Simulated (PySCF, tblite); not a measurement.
**C5H9B3S2: geometry, infrared bands and NMR shifts**

Aim: predict the infrared bands and NMR shifts of C5H9B3S2 (`BSBCBc1cccs1`).

The runs use tblite 0.8.0 and PySCF 2.14.0, with density-fitted response routines of our own; the level of theory stands in each step. All values are computed, except where a source is named. Atoms count from 0, in the outputs and in this text.

## Step 1: The starting structure

19 atoms, charge 0, multiplicity 1; geometry from: force field or distance geometry start.

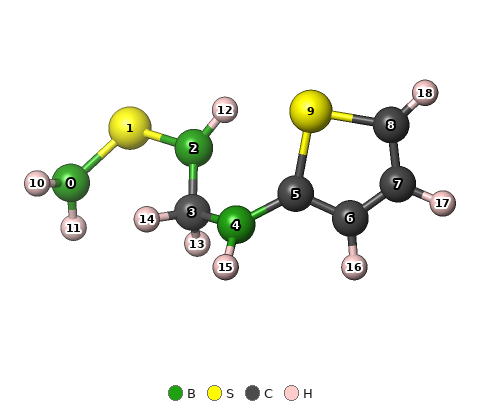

The starting geometry (boron green, sulfur yellow, carbon dark grey, hydrogen pink), atoms numbered.

## Step 2: Geometry optimisation with GFN2-xTB

The job: settings as JSON, then the geometry in Å.

```
{"job": {"kind": "relax", "xc": "GFN2-xTB", "basis": "xTB"}, "charge": 0, "multiplicity": 1}
B     -4.274700     0.115700     1.205000
S     -2.827400     0.304100     2.354300
B     -1.236600     0.090200     1.323000
C     -1.423600     0.231100    -0.232600
B     -0.213600    -0.236800    -1.091300
C      1.262900    -0.213800    -0.646900
C      2.307500     0.441600    -1.238200
C      3.540000     0.355500    -0.702100
C      3.739000    -0.393200     0.419000
S      2.070800    -1.079100     0.860800
H     -4.720400    -0.896000     0.805800
H     -4.626600     1.089100     0.605300
H     -0.307600    -0.241500     1.919300
H     -1.723600     1.260900    -0.461800
H     -2.302700    -0.407900    -0.502700
H     -0.456900    -0.449100    -2.241400
H      2.112800     1.045900    -2.158600
H      4.408600     0.872800    -1.172600
H      4.662400    -0.540500     0.948200
```

The run is started by

```
OMP_NUM_THREADS=1 python probes_run.py task.json out
```

This one command runs all jobs of the session in turn.

**Question.** This job is followed by: GFN2-xTB harmonic vibrations, gas phase; GIAO PBE0/pcSseg-1 NMR shielding, non-relativistic, gas phase. What will the session give for the following? strongest single infrared mode (GFN2-xTB); zero-point energy (GFN2-xTB); ¹³C shifts against TMS (PBE0/pcSseg-1); ¹H shifts against TMS (PBE0/pcSseg-1, means over atoms taken as alike); ¹¹B shifts against BF3·OEt2 (PBE0/pcSseg-1); ³³S shifts against CS2 (PBE0/pcSseg-1); surface potential, least and greatest.

**Answer**, as computed:

| quantity | value |
| --- | --- |
| strongest single infrared mode (GFN2-xTB) | 1092 cm⁻¹, 325 km/mol |
| zero-point energy (GFN2-xTB) | 81.7 kcal/mol |
| ¹³C shifts against TMS (PBE0/pcSseg-1) | 160.5, 151.0, 149.9, 133.4, 44.3 ppm |
| ¹H shifts against TMS (PBE0/pcSseg-1, means over atoms taken as alike) | 7.99, 7.95, 7.85, 7.49, 7.46, 6.76, 3.56 ppm |
| ¹¹B shifts against BF3·OEt2 (PBE0/pcSseg-1) | 73.0, 71.5, 61.1 ppm |
| ³³S shifts against CS2 (PBE0/pcSseg-1) | 267, 178 ppm |
| surface potential, least and greatest | -0.71 V and 1.25 V |

What this shows: Over 203 steps the energy fell by 1.818 eV; of the close pairs, C5–S9 changed most, 1.917 to 1.749 Å. All 51 modes are real, so the xTB geometry is a minimum. The strongest single mode, at 1092 cm⁻¹, has its largest shares on H17, H12, H16 and H15 (the list is cut at 4 atoms). GFN2-xTB is a fitted tight-binding method: band positions and strengths are rough. Its intensities can rank the bands wrongly. At PBE0/pcSseg-1: The largest span, 753 ppm, is at S1, where the paramagnetic term is -733 ppm. NICS(1)zz of -27 ppm above the planar ring from C5 marks a diatropic (aromatic) ring current. By nearest atom (PBE0/pcSseg-1), the HOMO sits on C5 32 %; C8 25 % and the LUMO on B2, B4 about 19 % each; B0 13 %.
